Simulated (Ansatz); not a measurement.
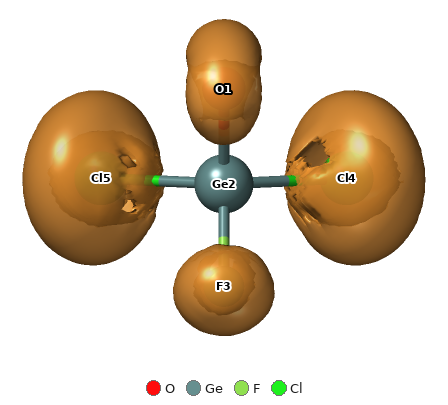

Figure. Cl2FGeO (doublet). Isosurface of the electron localisation function at 0.8 (orange), seen from one side. Only the valence region is drawn (cores and ρ < 0.01 e/Å³ removed).

Geometry: PBE0-D4/def2-TZVP.

Theory: UKS PBE0-D4/def2-TZVPP in Ansatz 0.2.0.

Input file:

```
crystal:
  periodic: [false, false, false]
  atoms:
    - {symbol: O, position_ang: [1.076296, -1.300424, 0.666423]}
    - {symbol: Ge, position_ang: [0.006550, -0.028032, 0.047925]}
    - {symbol: F, position_ang: [-0.974929, 0.598141, 1.301581]}
    - {symbol: Cl, position_ang: [-1.265266, -0.886537, -1.389943]}
    - {symbol: Cl, position_ang: [1.207250, 1.543151, -0.667385]}
basis:
  gaussian: {orbitals: def2-TZVPP}
magnetization: {spin_polarized: true, initial_magnetization: 1}
hamiltonian: {xc: pbe0, dispersion: d4}
output: {orbitals: {seedname: orbitals}}
```

Launched as:

```sh
ansatz run in.yaml --threads 4 --pin off --events-out ev --progress --plain --max-ram 10444MiB
```

### What do the ELF domains correspond to?

At this value the surface marks out two regions wrapped around Cl (the valence shell of each), one region wrapped around F (its valence shell) and one region wrapped around O (its valence shell). Along the contacts the grid gives the following. Ge–F (1.71 Å): the ELF peaks at about 0.80 in the valence shell of F, 0.5 Å from its nucleus, and is about 0.25 at the midpoint. Ge–O (1.77 Å): the ELF peaks at about 0.85 in the valence shell of O, 0.6 Å from its nucleus, and is about 0.40 at the midpoint.
